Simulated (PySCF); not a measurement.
**C$_{12}$H$_{18}$F$_{2}$O$_{12}$Si$_{8}$: excited-state calculation**

System: C$_{12}$H$_{18}$F$_{2}$O$_{12}$Si$_{8}$.
Method: TDA B3LYP/6-31G*, vertical, gas phase, core orbitals frozen in the response, virtual orbitals cut by energy (PySCF 2.14.0).

The geometry comes from this level: GFN2-xTB.

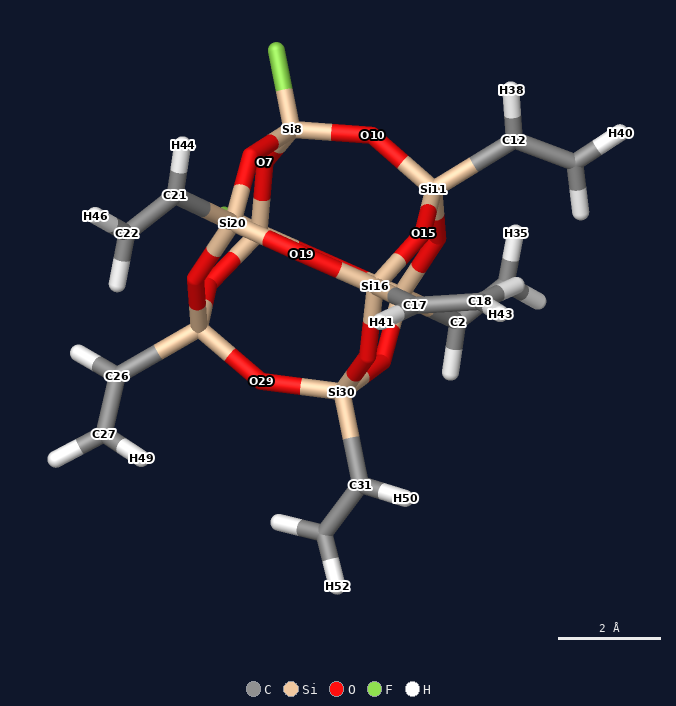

*The structure (stick view, seen at a tilt; atoms are numbered from 1 in the order of the input).*

Bond lengths as drawn: C–C 1.32 Å, C–H 1.08 Å, C–Si 1.87 to 1.88 Å, F–Si 1.59 Å and O–Si 1.60 to 1.63 Å.

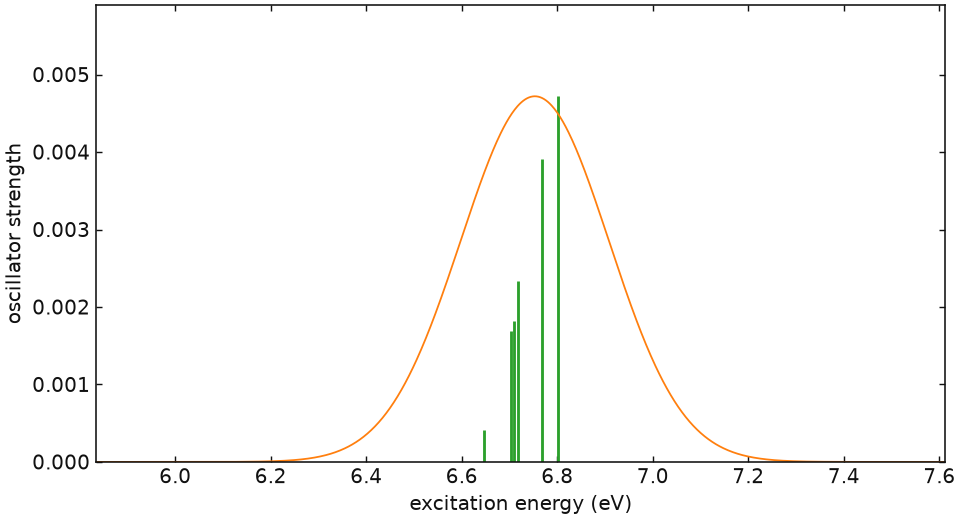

*Computed excitations as sticks (degenerate states added up, dark ones marked on the axis), with a Gaussian envelope of 0.35 eV full width at half maximum, scaled to the tallest.*

Of the 6 states the lowest lies at 6.65 eV (f = 0.000); the strongest line is at 6.80 eV, or 182 nm (f = 0.005).

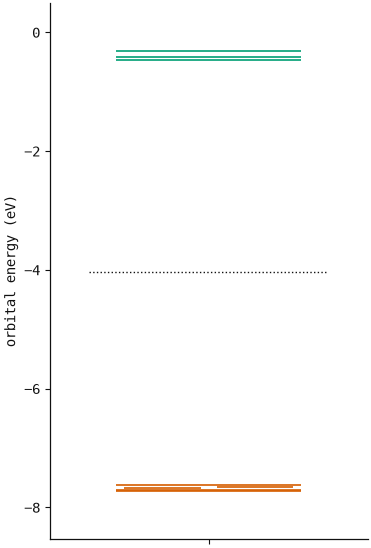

*Orbital energies near the frontier; the dotted line parts filled from empty levels, and levels within 0.02 eV of each other stand side by side.*

Highest filled −7.62 eV, lowest empty −0.46 eV, 7.16 eV apart.

The input and output of the run follow.

Input file
```
{"job": {"kind": "uv", "basis": "6-31G*", "grid": 1, "kgrid": 0, "vcut": 1.5, "nstates": 6, "ntriplets": 2, "tda": true, "delta": [], "pop": true, "xc": "B3LYP"}, "charge": 0, "multiplicity": 1}
C      5.139225    -1.694172    -0.934898
C      3.921341    -2.181361    -0.748444
Si     2.346251    -1.164287    -0.731269
O      1.698801    -1.166423    -2.224766
Si     0.476305    -0.645435    -3.113564
F      0.742703    -1.179413    -4.588619
O      0.443274     0.954196    -3.234618
Si     0.263547     2.279579    -2.348097
F      0.390736     3.494812    -3.367893
O      1.441406     2.480857    -1.285980
Si     2.124074     1.835617     0.041389
C      3.537982     2.953305     0.556809
C      4.616116     2.547687     1.210770
O      2.689174     0.353469    -0.282626
O      1.038211     1.772138     1.240026
Si    -0.381121     1.193457     1.766932
C     -0.724990     1.845129     3.491769
C      0.194510     2.232893     4.362410
O     -1.595910     1.686497     0.811773
Si    -2.235016     1.690557    -0.674964
C     -3.803748     2.716038    -0.673663
C     -5.023499     2.235119    -0.485709
O     -1.196670     2.395942    -1.709516
O     -2.562805     0.176562    -1.146210
Si    -2.006849    -1.313242    -1.459946
C     -3.434608    -2.397725    -2.008010
C     -4.212810    -3.087927    -1.187687
O     -0.934857    -1.259919    -2.681369
O     -1.314608    -1.943349    -0.141711
Si    -0.159708    -1.802609     0.986957
C     -0.307974    -3.225534     2.199973
C     -0.803939    -4.420698     1.917736
O      1.310989    -1.854479     0.303065
O     -0.337002    -0.425594     1.820859
H      5.303042    -0.641038    -1.090936
H      6.016407    -2.323584    -0.938283
H      3.812171    -3.247424    -0.593763
H      3.450544     4.003097     0.308493
H      4.750859     1.512328     1.474808
H      5.403696     3.225239     1.503184
H     -1.764934     1.896979     3.787886
H      1.242873     2.208221     4.117509
H     -0.061408     2.593045     5.347369
H     -3.688658     3.780687    -0.832001
H     -5.190656     1.182537    -0.331370
H     -5.898261     2.867297    -0.483436
H     -3.632673    -2.448714    -3.071011
H     -5.033436    -3.692921    -1.542404
H     -4.051459    -3.074458    -0.122771
H      0.048856    -3.042664     3.205347
H     -1.175671    -4.653920     0.934336
H     -0.860911    -5.208913     2.653074
```

The first line tells a small driver script what to run in PySCF; the rest is the geometry in Å.

Launch command:
```bash
OMP_NUM_THREADS=2 python <driver script> task.json out
```

Log
```
start: PBE on a coarse grid of 49291 points
cycle   1  E = -3883.4847575804  dE =  6.862e+00  |g| = 2.774e+00  |ddm| = 8.224e+00
cycle   2  E = -3880.6962486614  dE =  2.789e+00  |g| = 4.683e+00  |ddm| = 5.784e+00
cycle   3  E = -3884.9227028174  dE = -4.226e+00  |g| = 3.685e-01  |ddm| = 3.935e+00
cycle   4  E = -3884.9499330697  dE = -2.723e-02  |g| = 1.761e-01  |ddm| = 5.423e-01
cycle   5  E = -3884.9560223382  dE = -6.089e-03  |g| = 8.853e-02  |ddm| = 2.050e-01
cycle   6  E = -3884.9579982430  dE = -1.976e-03  |g| = 1.930e-02  |ddm| = 8.553e-02
cycle   7  E = -3884.9580863244  dE = -8.808e-05  |g| = 6.394e-03  |ddm| = 1.946e-02
final grid: 209944 points
cycle   8  E = -3887.6354462360  dE = -9.073e-03  |g| = 2.239e-01  |ddm| = 4.841e-01
cycle   9  E = -3887.6262817199  dE =  9.165e-03  |g| = 3.189e-01  |ddm| = 3.606e-01
cycle  10  E = -3887.6441830478  dE = -1.790e-02  |g| = 1.175e-02  |ddm| = 2.164e-01
cycle  11  E = -3887.6442106198  dE = -2.757e-05  |g| = 4.436e-03  |ddm| = 1.676e-02
cycle  12  E = -3887.6442169499  dE = -6.330e-06  |g| = 1.331e-03  |ddm| = 3.668e-03
cycle  13  E = -3887.6442157032  dE =  1.247e-06  |g| = 3.071e-04  |ddm| = 1.386e-03
cycle  14  E = -3887.6442177079  dE = -2.005e-06  |g| = 1.201e-04  |ddm| = 3.332e-04
cycle  15  E = -3887.6442147254  dE =  2.983e-06  |g| = 3.151e-05  |ddm| = 1.103e-04
converged SCF energy = -3887.6442147254

Static polarisability (au): isotropic 265.551, principal 231.633 249.146 315.873

Singlet excitations
state   eV       nm        f      main configurations
  1   6.6470    186.5   0.00041   H->L 0.76, H-2->L 0.09
  2   6.7022    185.0   0.00169   H-2->L+1 0.29, H->L+1 0.27, H-2->L 0.17
  3   6.7104    184.8   0.00182   H-1->L+1 0.57, H-1->L 0.20
  4   6.7175    184.6   0.00233   H-3->L 0.49, H-2->L 0.14, H-3->L+3 0.09
  5   6.7677    183.2   0.00391   H-1->L 0.21, H-1->L+2 0.17, H-3->L 0.10
  6   6.8007    182.3   0.00472   H->L+4 0.26, H-4->L 0.19, H->L+1 0.17

Triplet excitations (Tamm-Dancoff, eV): 4.3897 4.3938
```

Results in brief

| quantity | value |
| --- | --- |
| outcome | converged |
| total energy | −3887.644215 hartree |
| HOMO | −7.62 eV |
| LUMO | −0.46 eV |
| dipole moment | 4.66 D |
| mean polarisability | 265.55 a.u. |
| lowest singlet excitation | 6.65 eV |
| hardware | 2 CPU threads, shared host |
| wall time | 8.2 min (CPU time 16 min) |
| peak memory | 1.5 GiB |
